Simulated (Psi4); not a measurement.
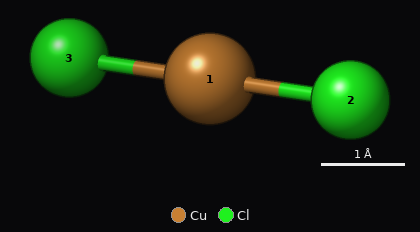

Fig. 1: The input geometry (ball-and-stick view, seen at a tilt; atoms are numbered from 1 in the order of the input). Sticks mark near contacts. Bond lengths as drawn: Cl–Cu 2.03 Å.

**CuCl2: energy and gradient calculation (part 1 of 2)**

CuCl2, multiplicity 2, SMILES [Cl][Cu][Cl], computed with HF/cc-pVTZ, UHF, dispersion D3(BJ) (Psi4 1.11).

The geometry comes from this level: GFN2-xTB.

### Input file (job.dat)
```
memory 1.6 GB

molecule m {
  0 2
  Cu    -0.000180    -0.000100    -0.000330
  Cl    -0.015280    -0.019280     2.034520
  Cl     0.015460     0.019390    -2.034190
  units angstrom
}

set {
  reference   uhf
  guess       gwh
  basis_guess STO-3G
  maxiter     50
}

e_tot, wfn = gradient('hf-d3bj2b/cc-pVTZ', return_wfn=True)
print_variables()
```

Launched with:
```bash
psi4 job.dat job.out -n 1
```

### What the program printed
```
Psi4 1.11 release

gradient() will perform analytic gradient computation.

  //>>>>>>>>>>>>>>>>>>>>>>>>>>>>>>>>>>>//
  //      Guess SCF, STO-3G Basis      //
  //<<<<<<<<<<<<<<<<<<<<<<<<<<<<<<<<<<<//

   => Loading Basis Set <=

    Name: STO-3G
    Role: ORBITAL
    Keyword: BASIS

         ---------------------------------------------------------
                           SCF Castup computation                     => HF-D3(BJ): Empirical Dispersion <=

        s6 =       1.000000
        s8 =       0.917100
        a1 =       0.338500
        a2 =       2.883000

         ---------------------------------------------------------
                                   SCF
                              UHF Reference
                        1 Threads,   1525 MiB Core
         ---------------------------------------------------------

  ==> Geometry <==

    Molecular point group: cs
    Full point group: Cs

    Geometry (in Angstrom), charge = 0, multiplicity = 2:

       Center              X                  Y                   Z               Mass
    ------------   -----------------  -----------------  -----------------  -----------------
         CU           0.000163870405    -0.000260556952     0.000000000000    62.929597720000
         CL           0.022871740355     2.034609158175     0.000000000000    34.968852682000
         CL          -0.023166639898    -2.034140262488     0.000000000000    34.968852682000

  Running in cs symmetry.

  Rotational constants: A = 5067587.69002  B =      0.05823  C =      0.05823 [cm^-1]
  Rotational constants: A = 151922456972.19989  B =   1745.77517  C =   1745.77515 [MHz]
  Nuclear repulsion =  294.044437755223498

  Charge       = 0
  Multiplicity = 2
  Electrons    = 63
  Nalpha       = 32
  Nbeta        = 31

  ==> Algorithm <==

  SCF Algorithm Type is DF.
  DIIS enabled.
  MOM disabled.
  Fractional occupation disabled.
  Guess Type is GWH.
  Energy threshold   = 1.00e-08
  Density threshold  = 1.00e-08
  Integral threshold = 1.00e-12

  ==> Primary Basis <==

  Basis Set: STO-3G
    Blend: STO-3G
    Number of shells: 18
    Number of basis functions: 36
    Number of Cartesian functions: 37
    Spherical Harmonics?: true
    Max angular momentum: 2

   => Loading Basis Set <=

    Name: (STO-3G AUX)
    Role: JKFIT
    Keyword: DF_BASIS_SCF

  ==> Integral Setup <==

  DFHelper Memory: AOs need 0.007 GiB; user supplied 1.118 GiB.
  SCF_SUBTYPE=INCORE selected. In-core MEM_DF algorithm will be used.
  Using in-core AOs.

  ==> MemDFJK: Density-Fitted J/K Matrices <==

    J tasked:                   Yes
    K tasked:                   Yes
    wK tasked:                   No
    Memory [MiB]:              1144
    Algorithm:                 Core
    Schwarz Cutoff:           1E-12
    Mask sparsity (%):      11.5741
    Fitting Condition:        1E-10

   => Auxiliary Basis Set <=

  Basis Set: (STO-3G AUX)
    Blend: DEF2-UNIVERSAL-JKFIT
    Number of shells: 134
    Number of basis functions: 520
    Number of Cartesian functions: 687
    Spherical Harmonics?: true
    Max angular momentum: 6

  Minimum eigenvalue in the overlap matrix is 1.8678610604E-01.
  Reciprocal condition number of the overlap matrix is 9.8079148860E-02.
    Using symmetric orthogonalization.

  ==> Pre-Iterations <==

  SCF Guess: Generalized Wolfsberg-Helmholtz applied to core Hamiltonian.

   -------------------------------------------------------
    Irrep   Nso     Nmo     Nalpha   Nbeta   Ndocc  Nsocc
   -------------------------------------------------------
     A'        27      27      24      23      23       1
     A"         9       9       8       8       8       0
   -------------------------------------------------------
    Total      36      36      32      31      31       1
   -------------------------------------------------------

  ==> Iterations <==

                           Total Energy        Delta E     RMS |[F,P]|

   @DF-UHF iter   1: -2506.86199300995804   -2.50686e+03   1.15706e+00 ADIIS
    Occupation by irrep:
             Ap   App
    DOCC [    24,    7 ]
    SOCC [     1,    0 ]
    NA   [    25,    7 ]
    NB   [    24,    7 ]

   @DF-UHF iter   2: -2529.18360231391216   -2.23216e+01   1.54725e-02 DIIS/ADIIS
    Occupation by irrep:
             Ap   App
    DOCC [    23,    8 ]
    SOCC [     1,    0 ]
    NA   [    24,    8 ]
    NB   [    23,    8 ]

   @DF-UHF iter   3: -2527.71576936031306    1.46783e+00   4.43216e-02 DIIS/ADIIS
   @DF-UHF iter   4: -2529.58320587125127   -1.86744e+00   7.42900e-03 DIIS/ADIIS
   @DF-UHF iter   5: -2529.64475708274904   -6.15512e-02   4.94534e-03 DIIS/ADIIS
   @DF-UHF iter   6: -2529.68569057339482   -4.09335e-02   3.22120e-03 DIIS/ADIIS
   @DF-UHF iter   7: -2529.69431720204511   -8.62663e-03   3.13284e-03 DIIS/ADIIS
   @DF-UHF iter   8: -2529.67486098608697    1.94562e-02   2.25581e-03 DIIS/ADIIS
   @DF-UHF iter   9: -2529.67126814568746    3.59284e-03   6.64201e-04 DIIS/ADIIS
   @DF-UHF iter  10: -2529.67377149308322   -2.50335e-03   6.68268e-04 DIIS/ADIIS
   @DF-UHF iter  11: -2529.67301810567687    7.53387e-04   4.41633e-04 DIIS/ADIIS
   @DF-UHF iter  12: -2529.67349606465541   -4.77959e-04   2.46335e-04 DIIS/ADIIS
   @DF-UHF iter  13: -2529.67364165069512   -1.45586e-04   9.18400e-05 DIIS
   @DF-UHF iter  14: -2529.67367731409513   -3.56634e-05   6.23700e-05 DIIS
   @DF-UHF iter  15: -2529.67366850200688    8.81209e-06   2.68000e-05 DIIS
   @DF-UHF iter  16: -2529.67366691202051    1.58999e-06   1.08664e-05 DIIS
   @DF-UHF iter  17: -2529.67366660894459    3.03076e-07   2.22740e-06 DIIS
   @DF-UHF iter  18: -2529.67366660219795    6.74663e-09   1.16579e-06 DIIS
   @DF-UHF iter  19: -2529.67366660626021   -4.06226e-09   1.05092e-06 DIIS
   @DF-UHF iter  20: -2529.67366661588130   -9.62109e-09   7.50540e-07 DIIS
   @DF-UHF iter  21: -2529.67366662399854   -8.11724e-09   1.97767e-07 DIIS
   @DF-UHF iter  22: -2529.67366662418226   -1.83718e-10   1.33174e-07 DIIS
   @DF-UHF iter  23: -2529.67366662424593   -6.36646e-11   8.03812e-08 DIIS
   @DF-UHF iter  24: -2529.67366662428049   -3.45608e-11   2.26592e-08 DIIS
   @DF-UHF iter  25: -2529.67366662428140   -9.09495e-13   1.00925e-08 DIIS
   @DF-UHF iter  26: -2529.67366662428140    0.00000e+00   5.94075e-09 DIIS
  Energy and wave function converged.

  ==> Post-Iterations <==

   @Spin Contamination Metric:   2.653793373E-02
   @S^2 Expected:                7.500000000E-01
   @S^2 Observed:                7.765379337E-01
   @S   Expected:                5.000000000E-01
   @S   Observed:                5.000000000E-01

    Orbital Energies [Eh]
    ---------------------

    Alpha Occupied:

       1Ap  -326.063484     2Ap  -103.683124     3Ap  -103.682914
       4Ap   -40.664220     5Ap   -36.162251     1App  -36.162251
       6Ap   -36.141659     7Ap   -10.374238     8Ap   -10.373034
       9Ap    -7.817455    10Ap    -7.816569     2App   -7.811466
      11Ap    -7.811466     3App   -7.811102    12Ap    -7.811102
      13Ap    -5.430557    14Ap    -3.800565     4App   -3.800565
      15Ap    -3.705193    16Ap    -1.044725    17Ap    -1.028935
      18Ap    -0.700152    19Ap    -0.661260     5App   -0.661260
       6App   -0.635448    20Ap    -0.527911    21Ap    -0.483703
      22Ap    -0.450166     7App   -0.450166    23Ap    -0.405426
       8App   -0.405426    24Ap    -0.286619

    Alpha Virtual:

       9App    0.093630    25Ap     0.093630    26Ap     0.295182
      27Ap     0.484914

    Beta Occupied:

       1Ap  -326.062972     2Ap  -103.682808     3Ap  -103.682598
       4Ap   -40.640714     5Ap   -36.143581     6Ap   -36.126929
       1App  -36.126929     7Ap   -10.373743     8Ap   -10.372537
       9Ap    -7.815701    10Ap    -7.814809     2App   -7.811508
      11Ap    -7.811508     3App   -7.811145    12Ap    -7.811145
      13Ap    -5.328443    14Ap    -3.722222     4App   -3.604278
      15Ap    -3.604278    16Ap    -1.041549    17Ap    -1.025988
      18Ap    -0.612743     5App   -0.612743     6App   -0.610315
      19Ap    -0.520076    20Ap    -0.477276     7App   -0.448924
      21Ap    -0.448924    22Ap    -0.405239     8App   -0.405239
      23Ap    -0.327807

    Beta Virtual:

       9App    0.106589    24Ap     0.106589    25Ap     0.250599
      26Ap     0.494933    27Ap     0.563865

    Final Occupation by Irrep:
             Ap   App
    DOCC [    23,    8 ]
    SOCC [     1,    0 ]
    NA   [    24,    8 ]
    NB   [    23,    8 ]

  @DF-UHF Final Energy: -2529.67366662428140

   => Energetics <=

    Nuclear Repulsion Energy =            294.0444377552234982
    One-Electron Energy =               -4099.4393834952634279
    Two-Electron Energy =                1275.7451486274285344
    Total Energy =                      -2529.6736666242813953

  UHF NO Occupations:
  HONO-2 :   22 Ap 1.9998868
  HONO-1 :   23 Ap 1.9869081
  HONO-0 :   24 Ap 1.0000000
  LUNO+0 :   25 Ap 0.0130919
  LUNO+1 :   26 Ap 0.0001132
  LUNO+2 :    9App 0.0001131
  LUNO+3 :   27 Ap 0.0000365

Computation Completed

  //>>>>>>>>>>>>>>>>>>>>>>>>>>>>>>>>>>>//
  //             HF-D3BJ2B             //
  //<<<<<<<<<<<<<<<<<<<<<<<<<<<<<<<<<<<//

   => Loading Basis Set <=

    Name: CC-PVTZ
    Role: ORBITAL
    Keyword: BASIS

   => HF-D3(BJ): Empirical Dispersion <=

        s6 =       1.000000
        s8 =       0.917100
        a1 =       0.338500
        a2 =       2.883000

         ---------------------------------------------------------
                                   SCF
                              UHF Reference
                        1 Threads,   1525 MiB Core
         ---------------------------------------------------------

  ==> Geometry <==

    Molecular point group: cs
    Full point group: Cs

    Geometry (in Angstrom), charge = 0, multiplicity = 2:

       Center              X                  Y                   Z               Mass
    ------------   -----------------  -----------------  -----------------  -----------------
         CU           0.000163870405    -0.000260556952     0.000000000000    62.929597720000
         CL           0.022871740355     2.034609158175     0.000000000000    34.968852682000
         CL          -0.023166639898    -2.034140262488     0.000000000000    34.968852682000

  Running in cs symmetry.

  Rotational constants: A = 5067587.69002  B =      0.05823  C =      0.05823 [cm^-1]
  Rotational constants: A = 151922456972.19989  B =   1745.77517  C =   1745.77515 [MHz]
  Nuclear repulsion =  294.044437755223498

  Charge       = 0
  Multiplicity = 2
  Electrons    = 63
  Nalpha       = 32
  Nbeta        = 31

  ==> Algorithm <==

  SCF Algorithm Type is DF.
  DIIS enabled.
  MOM disabled.
  Fractional occupation disabled.
  Guess Type is GWH.
  Energy threshold   = 1.00e-08
  Density threshold  = 1.00e-08
  Integral threshold = 1.00e-12

  ==> Primary Basis <==

  Basis Set: CC-PVTZ
    Blend: CC-PVTZ
    Number of shells: 44
    Number of basis functions: 136
    Number of Cartesian functions: 162
    Spherical Harmonics?: true
    Max angular momentum: 4

   => Loading Basis Set <=

    Name: (CC-PVTZ AUX)
    Role: JKFIT
    Keyword: DF_BASIS_SCF

  Computing basis projection from STO-3G to CC-PVTZ

  ==> Integral Setup <==

  DFHelper Memory: AOs need 0.077 GiB; user supplied 1.118 GiB.
  SCF_SUBTYPE=INCORE selected. In-core MEM_DF algorithm will be used.
  Using in-core AOs.

  ==> MemDFJK: Density-Fitted J/K Matrices <==

    J tasked:                   Yes
    K tasked:                   Yes
    wK tasked:                   No
    Memory [MiB]:              1144
    Algorithm:                 Core
    Schwarz Cutoff:           1E-12
    Mask sparsity (%):       0.3244
    Fitting Condition:        1E-10

   => Auxiliary Basis Set <=

  Basis Set: (CC-PVTZ AUX)
    Blend: CC-PVTZ-JKFIT + DEF2-UNIVERSAL-JKFIT
    Number of shells: 132
    Number of basis functions: 506
    Number of Cartesian functions: 667
    Spherical Harmonics?: true
    Max angular momentum: 6

  Minimum eigenvalue in the overlap matrix is 4.4937385490E-04.
  Reciprocal condition number of the overlap matrix is 9.9660734616E-05.
    Using symmetric orthogonalization.

  ==> Pre-Iterations <==

  SCF Guess: Orbitals guess was supplied from a previous computation.
```
